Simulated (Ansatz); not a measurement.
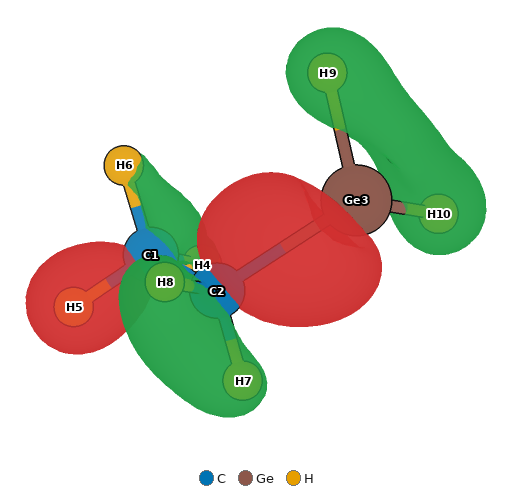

*C2H7Ge (SMILES C[CH2][GeH2]) (doublet). The HOMO−1 (α) at ±0.15 Å⁻³ᐟ² (green and red are the two phases), seen at an oblique angle.*

Geometry: PBE0-D3(BJ)/def2-SVP.

Level of theory: Ansatz, isolated molecule in a Gaussian basis; Kohn-Sham density functional theory, functional PBE0.

```xyz
10

C    -1.7673   -1.4063   -2.1293
C    -0.5155   -1.2224   -1.2773
Ge   -0.2889    0.6260   -0.6329
H    -1.7487   -0.7661   -3.0252
H    -1.8651   -2.4496   -2.4735
H    -2.6824   -1.1592   -1.5686
H     0.3909   -1.4893   -1.8438
H    -0.5384   -1.8807   -0.3941
H    -1.4914    1.0524    0.2480
H    -0.1615    1.6115   -1.8229
```

Question: What is the character of this orbital?

Answer: By Hirshfeld shares it lies mainly on Ge3 (about 30 %), C2 (about 30 %), C1 (about 10 %), H9 (about 5 %) and H10 (about 5 %). Its energy is −8.50 eV.
